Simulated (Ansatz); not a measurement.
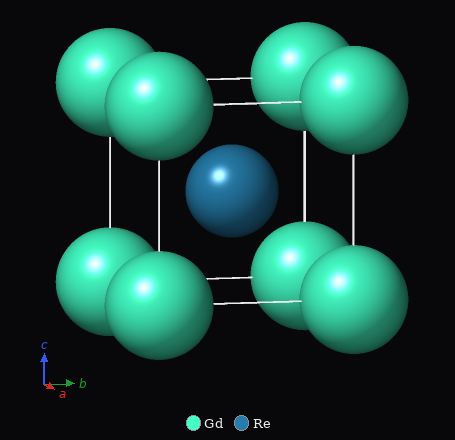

A spheres-only picture of a crystal structure, seen slightly off an axis. The edges of the conventional unit cell are marked.

GdRe, caesium chloride (CsCl, B2) type, space group Pm-3m (No. 221), a = 3.460 Å, b = 3.460 Å, c = 3.460 Å, α = 90.00°, β = 90.00°, γ = 90.00°. The structure comes from a structure type filled with these elements by a generator (whether the compound takes this form wasn't checked). Earlier steps of the study, as a rule a relaxation of our own, may have changed the cell and positions, so they can lie some per cent off the listed ones. An electronic-structure calculation with Ansatz was run on it.

This one geometry was computed with Ansatz (DFT, plane waves, PAW) at five levels of theory: PBE with spin-orbit coupling, PBE, PBEsol, LDA and r2SCAN.

Q: Which level gives the highest pressure at this volume, and what does that say about its equilibrium volume?

A: Highest: PBE with spin-orbit coupling (0.3 GPa) and r2SCAN (0.3 GPa), which points to the largest equilibrium volume. Lowest, with the smallest volume: PBE (-9.4 GPa) and LDA (-9.6 GPa). Levels within 0.5 GPa of each other can't be told apart.

Q: How does the band gap change with the level of theory?

A: All levels give a metal.

Q: Collect the results in a table.

A:
| level | cutoff (eV) | k-mesh of the run's cell | gap (eV) | pressure (GPa) |
| --- | --- | --- | --- | --- |
| PBE with spin-orbit coupling | 420 | 10×10×10 | metal | 0.3 |
| PBE | 420 | 10×10×10 | metal | -9.4 |
| PBEsol | 420 | 10×10×10 | metal | -5.9 |
| LDA | 420 | 10×10×10 | metal | -9.6 |
| r2SCAN | 500 | 10×10×10 | metal | 0.3 |

Gaps are taken on the k-mesh or band path of each run.
